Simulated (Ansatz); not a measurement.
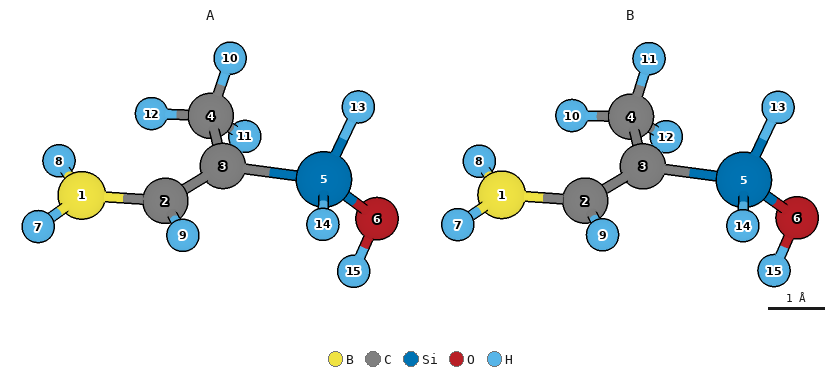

The two relaxed end points of a path for C3H9BOSi. The picture is a ball-and-stick view, seen from a free direction.

Computed with RKS PBE-D4/STO-3G (Ansatz 0.2.0).

Input
```yaml
crystal:
  periodic: [false, false, false]
  atoms:
    - { symbol: B, position_ang: [-0.605326, -2.200208, 1.186407] }
    - { symbol: C, position_ang: [-0.909437, -0.895481, 0.448258] }
    - { symbol: C, position_ang: [0.003386, -0.055887, -0.156941] }
    - { symbol: C, position_ang: [1.517007, -0.310625, -0.154043] }
    - { symbol: Si, position_ang: [-0.561634, 1.53337, -1.030344] }
    - { symbol: O, position_ang: [0.149079, 2.940228, -0.314965] }
    - { symbol: H, position_ang: [-1.491763, -2.844705, 1.62493] }
    - { symbol: H, position_ang: [0.497486, -2.590992, 1.33592] }
    - { symbol: H, position_ang: [-1.968536, -0.577414, 0.363271] }
    - { symbol: H, position_ang: [1.881021, -0.44141, -1.194631] }
    - { symbol: H, position_ang: [2.04945, 0.570082, 0.261986] }
    - { symbol: H, position_ang: [1.79051, -1.205227, 0.431593] }
    - { symbol: H, position_ang: [-0.079803, 1.536212, -2.405022] }
    - { symbol: H, position_ang: [-2.025889, 1.543544, -0.999148] }
    - { symbol: H, position_ang: [-0.26745, 2.947712, 0.632228] }
basis:
  gaussian: { orbitals: STO-3G }
hamiltonian:
  xc: pbe
  dispersion: d4
neb:
  order_check: false
  images: 5
  f_tol: 0.05
  max_iterations: 60
  initial_path: idpp
  final_atoms:
    - { symbol: B, position_ang: [-0.61540942, -2.25722347, 1.07040958] }
    - { symbol: C, position_ang: [-0.91670032, -0.91944604, 0.39317913] }
    - { symbol: C, position_ang: [0.00148183, -0.04762612, -0.15580252] }
    - { symbol: C, position_ang: [1.51608087, -0.29628182, -0.14157427] }
    - { symbol: Si, position_ang: [-0.55582881, 1.5779803, -0.96446974] }
    - { symbol: O, position_ang: [0.16748582, 2.94821961, -0.19197505] }
    - { symbol: H, position_ang: [-1.50434177, -2.93594603, 1.44869872] }
    - { symbol: H, position_ang: [0.48871765, -2.63955245, 1.23277593] }
    - { symbol: H, position_ang: [-1.97631136, -0.60386491, 0.305962] }
    - { symbol: H, position_ang: [1.78674429, -1.20201569, 0.42848913] }
    - { symbol: H, position_ang: [1.89135329, -0.40596116, -1.18092316] }
    - { symbol: H, position_ang: [2.04064365, 0.5789337, 0.29634862] }
    - { symbol: H, position_ang: [-0.07641235, 1.63463778, -2.33909893] }
    - { symbol: H, position_ang: [-2.02004719, 1.59713194, -0.92725027] }
    - { symbol: H, position_ang: [-0.2493552, 2.92021335, 0.75472983] }
```

Launched with:
```bash
ansatz run input.yaml --threads 1 --pin off --max-ram 2048MiB --backend cpu --events-out ev --progress --plain --runs-dir out
```

Q: Predict the minimum-energy path and its barrier.

A: The two ends have the same energy, and the highest point, image 3, lies 0.059 eV above the start. The motion is a rotation about the C3–Si5 bond, with a turn of about 120° about C3–C4. No bond forms or breaks between the ends. The band is converged. At the top, the vibrational analysis gives one imaginary mode (162i cm⁻¹), as a transition state must have.

Energies of the converged images:

| image | path (Å) | E (eV) |
| --- | --- | --- |
| 0 | 0.00 | 0.000 |
| 1 | 0.61 | 0.013 |
| 2 | 1.22 | 0.044 |
| 3 | 1.83 | 0.059 |
| 4 | 2.46 | 0.041 |
| 5 | 3.09 | 0.012 |
| 6 | 3.72 | 0.000 |

The geometry at the top of the path:

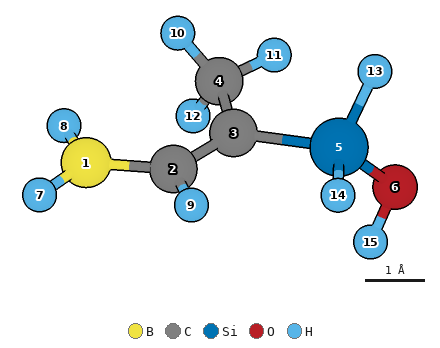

Limits of the set-up: STO-3G is a minimal basis, so the numbers are rough.

Cost: 86 s on 1 thread of Arm Neoverse V2, with other jobs on the host, peak memory 0.11 GiB.
